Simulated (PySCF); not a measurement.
Run report: Ge₂H₄S₃O₂, geometry relaxation (part 1 of 2)

- system: Ge₂H₄S₃O₂, SMILES [OH][Ge][O][Ge]([SH])([SH])[SH]
- method: PBE0-D3(BJ)/def2-SVP geometry optimisation, gas phase (PySCF 2.14.0)

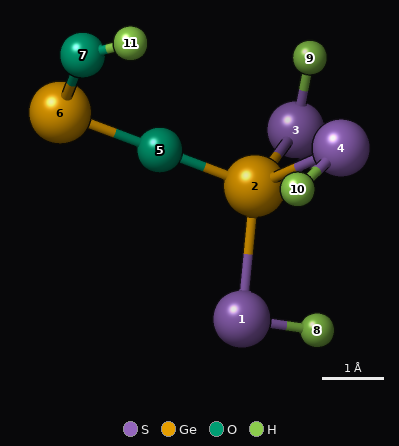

Figure 1. The starting structure (ball-and-stick view, seen at a tilt; atoms are numbered from 1 in the order of the input). Sticks mark near contacts. Bond lengths as drawn: Ge–O 1.73 to 1.82 Å, Ge–S 2.21 to 2.27 Å, H–O 0.94 Å and H–S 1.34 to 1.36 Å.

Key numbers

- outcome: converged
- total energy: −5499.509917 hartree
- dipole moment: 1.35 D
- point group: C1
- hardware: 1 CPU thread, shared host
- wall time: 11 min
- peak memory: 0.95 GiB

Input
```
{"job": {"xc": "PBE0", "basis": "def2-SVP", "d3": "d3bj", "grid": 2, "kind": "geom", "shake": 0.01}, "charge": 0, "multiplicity": 1}
S     -2.249441     1.114878    -1.234718
Ge    -0.180518     0.588720    -0.659890
S      1.276194     2.217908    -1.146899
S      0.538816    -1.342121    -1.621050
O     -0.220560     0.321413     1.050047
Ge    -0.271827     0.023730     2.841741
O      0.444770    -1.576377     2.954590
H     -1.924383     1.411939    -2.501976
H      2.342658     1.444422    -0.897558
H     -0.508880    -2.037336    -1.101937
H      0.785860    -2.195677     2.327950
```

The first line tells a small driver script what to run in PySCF; the rest is the geometry in Å.

Launched with:
```bash
OMP_NUM_THREADS=1 python <driver script> task.json out
```

The program's output
```
step   0  E = -5499.49740609  max force = 0.022006
step   1  E = -5499.50227452  max force = 0.012459
step   2  E = -5499.50285783  max force = 0.002001
step   3  E = -5499.50318457  max force = 0.003307
step   4  E = -5499.50336187  max force = 0.004188
step   5  E = -5499.50360827  max force = 0.003410
step   6  E = -5499.50416794  max force = 0.006942
step   7  E = -5499.50273895  max force = 0.015490
step   8  E = -5499.50498325  max force = 0.011935
step   9  E = -5499.50565246  max force = 0.020917
step  10  E = -5499.50606548  max force = 0.018112
step  11  E = -5499.50793807  max force = 0.003466
step  12  E = -5499.50865053  max force = 0.001978
step  13  E = -5499.50882304  max force = 0.001675
step  14  E = -5499.50894543  max force = 0.000938
step  15  E = -5499.50900708  max force = 0.001004
step  16  E = -5499.50908075  max force = 0.001342
step  17  E = -5499.50913755  max force = 0.001248
step  18  E = -5499.50919347  max force = 0.000877
step  19  E = -5499.50928731  max force = 0.001391
step  20  E = -5499.50943625  max force = 0.002426
step  21  E = -5499.50858664  max force = 0.006362
step  22  E = -5499.50967933  max force = 0.002625
step  23  E = -5499.50974094  max force = 0.001091
step  24  E = -5499.50969812  max force = 0.003327
step  25  E = -5499.50982383  max force = 0.000837
step  26  E = -5499.50985060  max force = 0.000667
step  27  E = -5499.50987656  max force = 0.000508
step  28  E = -5499.50990698  max force = 0.000405
step  29  E = -5499.50991681  max force = 0.000349
optimisation converged
```

Trajectory as extended XYZ (Å, eV, eV/Å), 30 frames, from step=0 to step=29
```
11
Properties=species:S:1:pos:R:3:forces:R:3 step=0 energy=-149648.94683
S    -2.2494    1.1149   -1.2347   -0.0334   0.0591   0.2586
Ge   -0.1805    0.5887   -0.6599    0.5127  -0.3534  -0.3921
S     1.2762    2.2179   -1.1469   -0.5084  -0.0219  -0.1128
S     0.5388   -1.3421   -1.6211   -0.2916   0.4026   0.2088
O    -0.2206    0.3214    1.0500   -0.1593  -0.1272   0.8177
Ge   -0.2718    0.0237    2.8417   -0.0187   0.2220  -0.6308
O     0.4448   -1.5764    2.9546   -0.2702   0.3032   1.1316
H    -1.9244    1.4119   -2.5020    0.0843   0.0079  -0.2670
H     2.3427    1.4444   -0.8976    0.2140  -0.2171   0.0534
H    -0.5089   -2.0373   -1.1019    0.1705   0.1207  -0.0803
H     0.7859   -2.1957    2.3279    0.3001  -0.3959  -0.9870
11
Properties=species:S:1:pos:R:3:forces:R:3 step=1 energy=-149649.07931
S    -2.2189    1.1107   -1.1918    0.0090   0.0656  -0.0549
Ge   -0.1611    0.5417   -0.6210    0.0277  -0.0390   0.1631
S     1.2464    2.1545   -1.1845    0.0449  -0.0593   0.0478
S     0.5653   -1.3190   -1.6055    0.0279   0.0765   0.0154
O    -0.2384    0.2892    1.1138   -0.0070   0.0650  -0.6407
Ge   -0.3105    0.0549    2.8686    0.0733  -0.2150   0.3960
O     0.4291   -1.5658    2.9846   -0.0273   0.0176   0.0766
H    -1.8785    1.3805   -2.4747   -0.0061  -0.0596   0.0614
H     2.3323    1.3792   -0.9470   -0.0439   0.0489  -0.0365
H    -0.4602   -2.0435   -1.1114   -0.0437  -0.0691   0.0171
H     0.7270   -2.0107    2.1793   -0.0548   0.1684  -0.0453
11
Properties=species:S:1:pos:R:3:forces:R:3 step=2 energy=-149649.09518
S    -2.2158    1.1237   -1.1926    0.0074   0.0460  -0.0071
Ge   -0.1638    0.5440   -0.6125    0.0061  -0.0248   0.0898
S     1.2529    2.1498   -1.1703    0.0000  -0.0005   0.0138
S     0.5590   -1.3211   -1.5873   -0.0022  -0.0060  -0.0005
O    -0.2485    0.2912    1.1151   -0.0272   0.0135  -0.1029
Ge   -0.3178    0.0413    2.8856    0.0078  -0.0147   0.0193
O     0.4329   -1.5689    2.9651    0.0261  -0.0614   0.0981
H    -1.8685    1.3508   -2.4790   -0.0074  -0.0336  -0.0126
H     2.3369    1.3721   -0.9483    0.0033   0.0003  -0.0178
H    -0.4677   -2.0534   -1.0989    0.0120   0.0003  -0.0026
H     0.7332   -1.9580    2.1334   -0.0261   0.0810  -0.0774
11
Properties=species:S:1:pos:R:3:forces:R:3 step=3 energy=-149649.10407
S    -2.2099    1.1454   -1.1982    0.0084   0.0251   0.0151
Ge   -0.1698    0.5490   -0.5912    0.0091  -0.0078  -0.0350
S     1.2624    2.1424   -1.1458   -0.0127   0.0206   0.0039
S     0.5519   -1.3235   -1.5533    0.0014  -0.0263  -0.0128
O    -0.2680    0.2976    1.1301   -0.0667   0.0328   0.1701
Ge   -0.3274    0.0217    2.9057   -0.0283   0.0804  -0.1279
O     0.4512   -1.5737    2.9218    0.0644  -0.1098   0.0693
H    -1.8584    1.2984   -2.4937   -0.0022  -0.0216  -0.0236
H     2.3420    1.3541   -0.9460    0.0156  -0.0189  -0.0053
H    -0.4775   -2.0565   -1.0707    0.0131   0.0160   0.0001
H     0.7360   -1.8833    2.0516   -0.0021   0.0094  -0.0539
11
Properties=species:S:1:pos:R:3:forces:R:3 step=4 energy=-149649.10890
S    -2.2047    1.1699   -1.2093    0.0055   0.0085   0.0213
Ge   -0.1781    0.5588   -0.5724    0.0298  -0.0186  -0.0814
S     1.2722    2.1377   -1.1216   -0.0061   0.0135   0.0063
S     0.5432   -1.3236   -1.5190   -0.0016  -0.0229  -0.0120
O    -0.2933    0.3096    1.1469   -0.0994   0.0815   0.2154
Ge   -0.3357   -0.0021    2.9185   -0.0041   0.0348  -0.1369
O     0.4805   -1.5812    2.8764    0.0392  -0.0447   0.0142
H    -1.8495    1.2450   -2.5107    0.0003  -0.0133  -0.0164
H     2.3439    1.3344   -0.9384    0.0092  -0.0164   0.0012
H    -0.4911   -2.0511   -1.0386    0.0100   0.0148   0.0020
H     0.7452   -1.8259    1.9785    0.0171  -0.0372  -0.0134
11
Properties=species:S:1:pos:R:3:forces:R:3 step=5 energy=-149649.11560
S    -2.1954    1.2116   -1.2362   -0.0015  -0.0138   0.0173
Ge   -0.1942    0.5783   -0.5460    0.0657  -0.0540  -0.0945
S     1.2919    2.1287   -1.0801    0.0085  -0.0030   0.0064
S     0.5253   -1.3251   -1.4578   -0.0043  -0.0066  -0.0085
O    -0.3452    0.3396    1.1725   -0.1436   0.1753   0.1599
Ge   -0.3492   -0.0455    2.9276    0.0623  -0.0910  -0.0774
O     0.5367   -1.5889    2.7924   -0.0310   0.0890  -0.0533
H    -1.8356    1.1567   -2.5377    0.0012   0.0018  -0.0046
H     2.3453    1.2975   -0.9109   -0.0032  -0.0043   0.0083
H    -0.5197   -2.0372   -0.9788    0.0008   0.0047   0.0036
H     0.7727   -1.7443    1.8654    0.0453  -0.0982   0.0430
11
Properties=species:S:1:pos:R:3:forces:R:3 step=6 energy=-149649.13083
S    -2.1666    1.2930   -1.3077   -0.0273  -0.0596   0.0084
Ge   -0.2270    0.6186   -0.4965    0.1258  -0.1164  -0.0693
S     1.3383    2.1029   -0.9879    0.0311  -0.0325   0.0017
S     0.4858   -1.3330   -1.3210   -0.0069   0.0336  -0.0042
O    -0.4652    0.4154    1.2201   -0.2227   0.3411  -0.0264
Ge   -0.3716   -0.1438    2.9178    0.2328  -0.3412   0.0630
O     0.6559   -1.5827    2.5942   -0.2200   0.3570  -0.1292
H    -1.8119    0.9753   -2.5737    0.0074   0.0383   0.0184
H     2.3474    1.2149   -0.8265   -0.0243   0.0238   0.0269
H    -0.5859   -2.0061   -0.8469   -0.0176  -0.0196   0.0107
H     0.8333   -1.5830    1.6385    0.1217  -0.2245   0.0999
11
Properties=species:S:1:pos:R:3:forces:R:3 step=7 energy=-149649.09195
S    -2.0886    1.3971   -1.4362   -0.0845  -0.1395  -0.0414
Ge   -0.2778    0.6703   -0.4091    0.1474  -0.0631  -0.0777
S     1.4163    2.0366   -0.7997    0.0780  -0.0879  -0.0250
S     0.4202   -1.3612   -1.0606   -0.0701   0.1542  -0.2695
O    -0.6767    0.5457    1.2930   -0.3429   0.5646  -0.4183
Ge   -0.3758   -0.3252    2.8121    0.6637  -0.7965   0.3711
O     0.8538   -1.4975    2.1633   -0.6812   0.7668   0.2019
H    -1.7933    0.6866   -2.5511    0.0223   0.1012   0.0339
H     2.3420    1.0632   -0.6150   -0.0506   0.0806   0.0516
H    -0.6969   -1.9628   -0.5990   -0.0242  -0.0728   0.0284
H     0.9094   -1.2811    1.2127    0.3420  -0.5075   0.1451
11
Properties=species:S:1:pos:R:3:forces:R:3 step=8 energy=-149649.15302
S    -2.1342    1.3476   -1.3799   -0.0522  -0.1002  -0.0177
Ge   -0.2576    0.6514   -0.4519    0.1536  -0.1194  -0.0144
S     1.3772    2.0723   -0.8996    0.0534  -0.0675  -0.0116
S     0.4496   -1.3475   -1.1755   -0.0136   0.0817  -0.0539
O    -0.5807    0.4986    1.2615   -0.2925   0.4786  -0.2832
Ge   -0.3680   -0.2315    2.8718    0.4618  -0.6137   0.2339
O     0.7630   -1.5523    2.3713   -0.4438   0.5738  -0.0550
H    -1.7927    0.8247   -2.5811    0.0121   0.0728   0.0347
H     2.3427    1.1402   -0.7114   -0.0424   0.0593   0.0352
H    -0.6472   -1.9792   -0.7040   -0.0331  -0.0503   0.0140
H     0.8804   -1.4528    1.4091    0.1966  -0.3151   0.1180
11
Properties=species:S:1:pos:R:3:forces:R:3 step=9 energy=-149649.17123
S    -2.1229    1.3550   -1.4592   -0.0227  -0.1389  -0.0821
Ge   -0.2973    0.6837   -0.4218    0.1013  -0.0411   0.2430
S     1.3942    2.0428   -0.8480    0.0753  -0.1469  -0.0018
S     0.4040   -1.3642   -1.0234   -0.0572   0.1433  -0.2516
O    -0.7010    0.6343    1.2997   -0.2039   0.4895  -1.0756
Ge   -0.3090   -0.2480    2.7767    0.7784  -1.0460   0.7080
O     0.8537   -1.5149    2.1734   -0.6285   0.7065   0.1277
H    -1.7511    0.7467   -2.6133   -0.0022   0.1050   0.0888
H     2.3121    1.0931   -0.5340   -0.0611   0.1220   0.0117
H    -0.7149   -1.9439   -0.5432   -0.0761  -0.1119   0.0134
H     0.9649   -1.5132    1.2035    0.0968  -0.0813   0.2186
11
Properties=species:S:1:pos:R:3:forces:R:3 step=10 energy=-149649.18247
S    -2.1792    1.2899   -1.4096    0.0031  -0.0178  -0.0644
Ge   -0.2756    0.6519   -0.4975    0.0507  -0.1581   0.3698
S     1.3498    2.0742   -0.9718    0.0556  -0.1010   0.0187
S     0.4148   -1.3525   -1.2295    0.0260   0.1299   0.0982
O    -0.6049    0.5825    1.2429   -0.0470   0.2119  -0.9314
Ge   -0.3051   -0.1420    2.8334    0.3930  -0.6047   0.5196
O     0.7622   -1.5547    2.4869   -0.2499   0.3049  -0.2189
H    -1.7548    0.9837   -2.6601   -0.0142   0.0335   0.0920
H     2.3078    1.1845   -0.6108   -0.0410   0.0868  -0.0213
H    -0.6845   -1.9672   -0.7453   -0.0668  -0.0759   0.0080
H     1.0022   -1.7789    1.5717   -0.1093   0.1905   0.1296
11
Properties=species:S:1:pos:R:3:forces:R:3 step=11 energy=-149649.23342
S    -2.1592    1.3037   -1.4007   -0.0172  -0.0218   0.0067
Ge   -0.2771    0.6385   -0.4615    0.0201  -0.0658   0.1782
S     1.3659    2.0466   -0.9192    0.0097  -0.0206  -0.0298
S     0.4034   -1.3665   -1.1904    0.0189   0.0127   0.0600
O    -0.6254    0.5615    1.2595   -0.1017   0.1422  -0.1568
Ge   -0.3179   -0.2017    2.8604    0.1292  -0.1407  -0.0323
O     0.7825   -1.5209    2.3773   -0.0565   0.0999  -0.0151
H    -1.7448    0.9266   -2.6311    0.0079   0.0294  -0.0033
H     2.3243    1.1524   -0.5848    0.0033   0.0119   0.0162
H    -0.7020   -1.9946   -0.7285   -0.0001  -0.0044  -0.0042
H     0.9830   -1.5741    1.4295   -0.0137  -0.0428  -0.0196
11
Properties=species:S:1:pos:R:3:forces:R:3 step=12 energy=-149649.25281
S    -2.1525    1.3004   -1.4189   -0.0114  -0.0297   0.0053
Ge   -0.2922    0.6417   -0.4331    0.0127   0.0186   0.0633
S     1.3719    2.0245   -0.8927    0.0064  -0.0157  -0.0377
S     0.3896   -1.3799   -1.1183    0.0087  -0.0109   0.0058
O    -0.6693    0.6049    1.2798   -0.1017   0.0680  -0.0560
Ge   -0.2758   -0.2196    2.8375    0.0761  -0.0482   0.0147
O     0.8262   -1.4914    2.2599   -0.0379   0.0435   0.0466
H    -1.7216    0.8914   -2.6332    0.0100   0.0289  -0.0082
H     2.3178    1.1376   -0.5077    0.0032   0.0028   0.0209
H    -0.7226   -2.0007   -0.6624   -0.0047  -0.0040  -0.0100
H     0.9610   -1.5375    1.2996    0.0387  -0.0533  -0.0448
11
Properties=species:S:1:pos:R:3:forces:R:3 step=13 energy=-149649.25750
S    -2.1544    1.2855   -1.4427    0.0002  -0.0200  -0.0036
Ge   -0.3126    0.6374   -0.4168   -0.0020   0.0587   0.0053
S     1.3717    1.9945   -0.8810    0.0123  -0.0168  -0.0326
S     0.3663   -1.3996   -1.0678   -0.0121  -0.0020  -0.0539
O    -0.7143    0.6439    1.2913   -0.0289  -0.0508  -0.0616
Ge   -0.2343   -0.2147    2.8116    0.0305  -0.0123   0.0861
O     0.8666   -1.4613    2.1888    0.0058   0.0296   0.0719
H    -1.6851    0.9093   -2.6536    0.0072   0.0208  -0.0009
H     2.2991    1.1270   -0.4140   -0.0030   0.0060   0.0108
H    -0.7602   -2.0096   -0.6331   -0.0029  -0.0050  -0.0055
H     0.9899   -1.5410    1.2279   -0.0072  -0.0082  -0.0161
11
Properties=species:S:1:pos:R:3:forces:R:3 step=14 energy=-149649.26083
S    -2.1644    1.2717   -1.4355    0.0005  -0.0038   0.0000
Ge   -0.3097    0.6308   -0.4286    0.0123   0.0307   0.0141
S     1.3627    1.9978   -0.9081    0.0064  -0.0073  -0.0233
S     0.3730   -1.3994   -1.0946    0.0029  -0.0149   0.0149
O    -0.6965    0.6316    1.2825   -0.0396  -0.0482  -0.0243
Ge   -0.2261   -0.1907    2.8264    0.0035   0.0343   0.0284
O     0.8566   -1.4669    2.2375    0.0292  -0.0480   0.0052
H    -1.6842    0.9546   -2.6589    0.0057   0.0119   0.0004
H     2.2973    1.1455   -0.4283   -0.0018   0.0015   0.0061
H    -0.7508   -2.0160   -0.6622   -0.0091  -0.0003  -0.0102
H     0.9747   -1.5875    1.2803   -0.0101   0.0442  -0.0114
11
Properties=species:S:1:pos:R:3:forces:R:3 step=15 energy=-149649.26251
S    -2.1638    1.2707   -1.4404   -0.0020   0.0007   0.0067
Ge   -0.3150    0.6231   -0.4268    0.0154   0.0173  -0.0050
S     1.3623    1.9855   -0.9039    0.0018  -0.0036  -0.0158
S     0.3651   -1.4079   -1.0957    0.0026  -0.0019   0.0184
O    -0.7058    0.6201    1.2828   -0.0366  -0.0472   0.0152
Ge   -0.2271   -0.1939    2.8311   -0.0146   0.0472  -0.0166
O     0.8694   -1.4561    2.2383    0.0516  -0.0295  -0.0006
H    -1.6710    0.9751   -2.6641    0.0067   0.0076  -0.0011
H     2.2924    1.1366   -0.4100    0.0022  -0.0018   0.0053
H    -0.7666   -2.0223   -0.6807    0.0003   0.0027  -0.0001
H     0.9928   -1.5594    1.2797   -0.0274   0.0084  -0.0065
```
